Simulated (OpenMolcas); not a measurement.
# PO (Phosphorus monoxide): US12h/def2-SVP

Aim: the energy change on altering one bond length of PO (Phosphorus monoxide) at US12h/def2-SVP, from 2 runs. 

Program for the calculation: OpenMolcas 26.06.

### Step 1. The structure to begin with

PO: 2 atoms, total charge 0, spin state doublet. As SMILES, `O=[P]`. The shape is that of a GFN2-xTB optimisation.

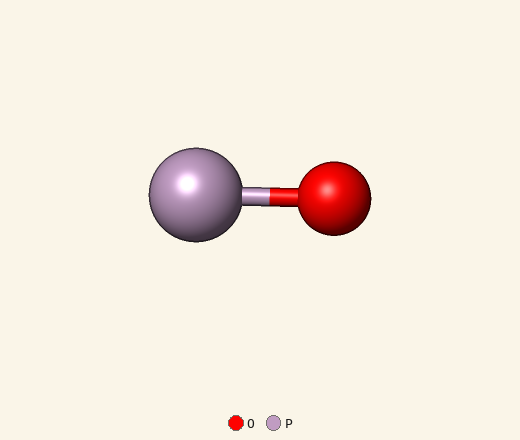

The structure, seen from a chosen angle (oxygen red, phosphorus pink).

### Step 2. The energy at US12h/def2-SVP

geom.xyz

```xyz
2

O      0.000000     0.000000     0.000000
P      0.000000     0.000000     1.455090
```

job.inp

```
&GATEWAY
 BASLIB=$CurrDir
 COORD=geom.xyz
 BASIS=def2-SVP
 GROUP=NoSym

&SEWARD

&SCF
 UHF
 SPIN=2
 KSDFT=S12H
 PRORBITALS=0
```

The basis set def2-SVP is read from a file made from the Basis Set Exchange's data (not shown).

Started as:

```sh
$ export MOLCAS_MEM=1860
$ pymolcas job.inp > job.log
```

The program printed:

```text
--- Start Module: gateway ---
[...]
--- Stop Module: gateway /rc=_RC_ALL_IS_WELL_ ---
--- Start Module: seward ---
[...]
      Basis functions           32
--- Stop Module: seward /rc=_RC_ALL_IS_WELL_ ---
--- Start Module: scf ---
[...]
       Convergence after  12 Iterations
[...]
::    Total KS-DFT energy                            -416.3262366418
[...]
      Total spin, S                                     0.5018006369
[...]
      Total electronic charge=   23.000000
      Total            charge=   -0.000000
[...]
      Dipole Moment (debye):
      Origin of the operator (angstrom)=    0.0000    0.0000    0.9596
                   X= -1.3408E-15               Y=  5.5948E-16               Z=  1.9576E+00           Total=  1.9576E+00
      Quadrupole Moment (debye*angstrom):
[...]
--- Stop Module: scf /rc=_RC_ALL_IS_WELL_ ---
[...]
```

Wall time 2.8 s (1 thread of Arm Neoverse V1, shared host); peak memory 0.37 GiB.

### Step 3. The distorted shape, same level

geom.xyz

```xyz
2

O      0.000000     0.000000    -0.727510
P      0.000000     0.000000     1.455090
```

job.inp

```
&GATEWAY
BASLIB = $CurrDir
COORD = geom.xyz
BASIS = def2-SVP
GROUP = NoSym
&SEWARD
&SCF
UHF
SPIN = 2
KSDFT = S12H
PRORBITALS = 0
```

The basis set def2-SVP is read from a file made from the Basis Set Exchange's data (not shown).

Started as:

```sh
$ export MOLCAS_MEM=1860
$ pymolcas job.inp > job.log
```

The program printed:

```text
--- Start Module: gateway ---
[...]
--- Stop Module: gateway /rc=_RC_ALL_IS_WELL_ ---
--- Start Module: seward ---
[...]
      Basis functions           32
--- Stop Module: seward /rc=_RC_ALL_IS_WELL_ ---
--- Start Module: scf ---
[...]
       Convergence after  31 Iterations
[...]
::    Total KS-DFT energy                            -416.1774480970
[...]
      Total spin, S                                     0.8831463024
[...]
      Total electronic charge=   23.000000
      Total            charge=   -0.000000
[...]
      Dipole Moment (debye):
      Origin of the operator (angstrom)=    0.0000    0.0000    0.7118
                   X=  2.7626E-16               Y=  6.5830E-16               Z=  2.4240E+00           Total=  2.4240E+00
      Quadrupole Moment (debye*angstrom):
[...]
--- Stop Module: scf /rc=_RC_ALL_IS_WELL_ ---
[...]
```

It took 4.5 s on 1 thread of Arm Neoverse V1, shared host; peak memory 0.37 GiB.

### Step 4. Outcome

Level: US12h/def2-SVP.

| quantity | value |
| --- | --- |
| first shape: total energy | -416.32624 Eh |
| first shape: dipole moment | 1.96 D |
| first shape: HOMO energy (highest over α and β) | -5.47 eV |
| first shape: LUMO energy (lowest over α and β) | -3.00 eV |
| first shape: ⟨S²⟩ | 0.754 |
| distorted shape: total energy | -416.17745 Eh |
| distorted shape: dipole moment | 2.42 D |
| distorted shape: HOMO energy (highest over α and β) | -7.30 eV |
| distorted shape: LUMO energy (lowest over α and β) | -3.75 eV |
| distorted shape: ⟨S²⟩ | 1.663 |
| energy change with the O1–P2 bond stretched from 1.455 to 2.183 Å | 4.049 eV |

In words: With the O1–P2 bond stretched from 1.455 to 2.183 Å the energy rises by 4.05 eV (391 kJ/mol). The first shape isn't relaxed at this level, so the change isn't measured from a minimum. ⟨S²⟩ (distorted shape) is 1.66 where a pure doublet has 0.75: the reference is spin-contaminated.
